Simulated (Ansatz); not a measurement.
BH₃ and related structures: several calculations on one system

Part 1: Relaxation

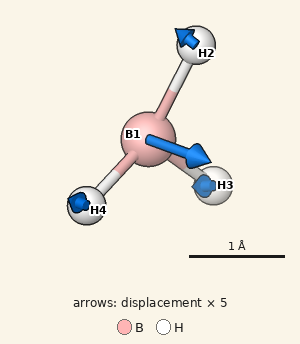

This is a relaxation of BH$_{3}$. The starting structure is drawn; blue arrows show the displacements, magnified 5 times. The two geometries are superimposed by the best rigid fit.

The picture is a ball-and-stick view, seen from a free direction.

It is one of the separated reactants of a reaction.

The calculation used Ansatz, RKS PBE0-D4/def2-TZVP. (force threshold 0.005 eV/Å; at most 200 steps)

Question: Atoms of which element are displaced furthest, and by how much?

Answer: Boron: up to 0.17 Å, against 0.06 Å for hydrogen.

Question: Describe the change and its energy.

Answer: B1 moves most after the best rigid fit: 0.17 Å. By element the largest moves are B 0.17 Å, H 0.06 Å. Among the contacts that change: B1–H2 1.226 → 1.193 Å. Among the angles between lasting bonds that change: H2–B1–H3 113.3° → 120.0°, H2–B1–H4 116.1° → 120.0°. Over 4 geometry steps the energy falls by 30.4 kJ/mol. Largest force component: 2.3 eV/Å at the start, 0.00015 eV/Å at the end.

Part 2: Relaxation

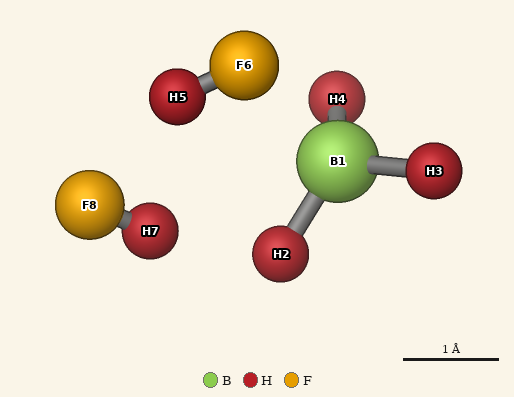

Starting structure of BH5F2 (started from a transition state, displaced along its imaginary mode). The picture is a ball-and-stick view, seen at a tilt.

These are results of RKS PBE0-D4/def2-TZVP in Ansatz, not measurements.

Input file:
```yaml
crystal:
  periodic: [false, false, false]
  atoms:
    - {symbol: B, position_ang: [-0.555913, 0.044418, -0.711692]}
    - {symbol: H, position_ang: [0.199049, -0.815253, -0.650225]}
    - {symbol: H, position_ang: [-0.440913, 0.677101, -1.724402]}
    - {symbol: H, position_ang: [-1.653283, -0.165791, -0.258147]}
    - {symbol: H, position_ang: [0.479064, 0.678201, 0.951425]}
    - {symbol: F, position_ang: [0.068026, 1.151384, 0.486906]}
    - {symbol: H, position_ang: [0.798334, -0.878842, 0.628892]}
    - {symbol: F, position_ang: [1.105635, -0.691119, 1.277343]}
basis:
  gaussian: {orbitals: def2-TZVP}
hamiltonian: {xc: pbe0, dispersion: d4}
relax: {f_tol: 0.005, max_steps: 200}
```

Where does the relaxation end?

F8 moves most after the best rigid fit: 0.22 Å. Largest moves by element: F 0.22 Å, H 0.19 Å, B 0.07 Å. Some distances before and after: H7–F8 0.742 → 0.953 Å, H5–F6 0.780 → 0.964 Å, B1–H2 1.146 → 1.226 Å, B1–H4 1.206 → 1.196 Å. Over 13 accepted moves (14 points after the start) the energy falls by 73.3 kcal/mol. The largest force component goes from 20 to 0.004 eV/Å. The line search rejected the trial step at point 13 of the run.

History of the run:

```json
{"step": "0", "E − E(0), kcal/mol": "0.00", "largest force component, eV/Å": "20.3400", "note": ""}
{"step": "1", "E − E(0), kcal/mol": "-72.11", "largest force component, eV/Å": "0.9097", "note": ""}
{"step": "2", "E − E(0), kcal/mol": "-72.88", "largest force component, eV/Å": "0.3310", "note": ""}
{"step": "3", "E − E(0), kcal/mol": "-73.10", "largest force component, eV/Å": "0.2293", "note": ""}
{"step": "4", "E − E(0), kcal/mol": "-73.15", "largest force component, eV/Å": "0.2864", "note": ""}
{"step": "5", "E − E(0), kcal/mol": "-73.19", "largest force component, eV/Å": "0.1500", "note": ""}
{"step": "6", "E − E(0), kcal/mol": "-73.26", "largest force component, eV/Å": "0.1740", "note": ""}
{"step": "7", "E − E(0), kcal/mol": "-73.31", "largest force component, eV/Å": "0.0707", "note": ""}
{"step": "8", "E − E(0), kcal/mol": "-73.34", "largest force component, eV/Å": "0.0438", "note": ""}
{"step": "9", "E − E(0), kcal/mol": "-73.34", "largest force component, eV/Å": "0.0101", "note": ""}
{"step": "10", "E − E(0), kcal/mol": "-73.34", "largest force component, eV/Å": "0.0102", "note": ""}
{"step": "11", "E − E(0), kcal/mol": "-73.34", "largest force component, eV/Å": "0.0107", "note": ""}
{"step": "12", "E − E(0), kcal/mol": "-73.35", "largest force component, eV/Å": "0.0061", "note": ""}
{"step": "13", "E − E(0), kcal/mol": "-73.35", "largest force component, eV/Å": "0.0096", "note": "rejected"}
{"step": "14", "E − E(0), kcal/mol": "-73.35", "largest force component, eV/Å": "0.0040", "note": ""}
```

The structure at the end:

```xyz
8

B    -0.5681    0.0854   -0.7631
H     0.3252   -0.7540   -0.7730
H    -0.6228    0.7279   -1.7656
H    -1.5744   -0.2228   -0.1956
H     0.5323    0.6722    1.0089
F     0.1083    1.2358    0.3523
H     0.7545   -1.0484    0.6500
F     1.0451   -0.6961    1.4863
```

The end point in the same view:

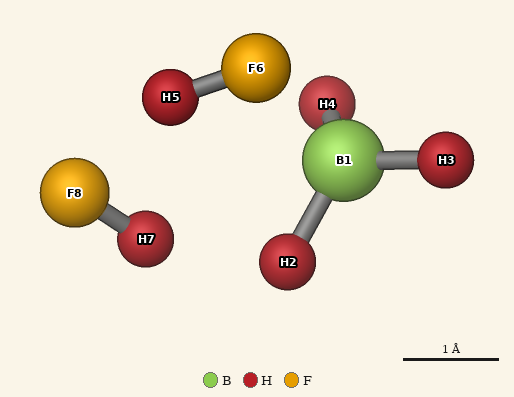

Part 3: Reaction

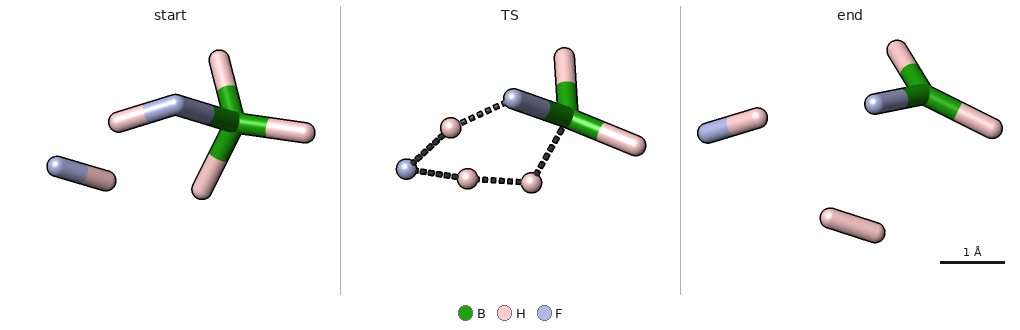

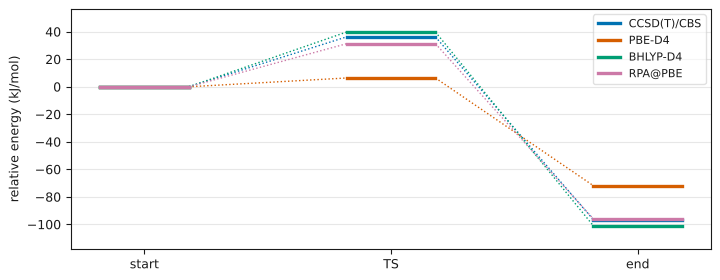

A reaction step of BH5F2, with its energy diagram. Style: stick. Shown from a free direction. Dashed sticks mark bonds that form or break.

Stationary points at PBE0-D4/def2-TZVP, single-point energies with CCSD(T)/CBS, PBE-D4, BHLYP-D4, RPA@PBE (def2-TZVPP where no basis is named; Ansatz 0.2.0). The energies are electronic, without zero-point or thermal terms, and both ends are the minima reached downhill from the saddle, with any fragments still in contact. CCSD(T)/CBS stands for a frozen-core estimate: MP2 correlation extrapolated from def2-TZVPP and def2-QZVPP, CCSD(T) minus MP2 from the smaller set.

**What happens, and what does it cost?**

Counted by bonded pieces, the start holds BH₄F + HF and the end holds BH₂F + HF + H₂. From the start over the saddle to the end, bonds form: H–H (1.52 → 1.04 → 0.75 Å), F–H (1.54 → 1.17 → 0.93 Å). Bonds break: B–H (1.23 → 1.30 → 2.64 Å), F–H (0.96 → 1.12 → 1.87 Å), F–H (0.95 → 1.12 → 2.78 Å). Bonds that stay but change much: B–F (1.74 → 1.54 → 1.33 Å). The saddle has one imaginary mode, 1099i cm⁻¹. With CCSD(T)/CBS the barrier is 36.3 kJ/mol from the start and 132.8 kJ/mol from the end, and the end lies 96.5 kJ/mol below the start.

```csv
level,barrier from the start (kJ/mol),barrier from the end (kJ/mol),the end less the start (kJ/mol)
CCSD(T)/CBS,36.3,132.8,−96.5
PBE-D4,6.4,78.2,−71.9
BHLYP-D4,39.8,140.8,−101.0
RPA@PBE,31.3,127.3,−96.0
```

Against CCSD(T)/CBS, BHLYP-D4 comes closest on the barrier from the start (+3.5 kJ/mol) and PBE-D4 misses most (−29.9 kJ/mol).
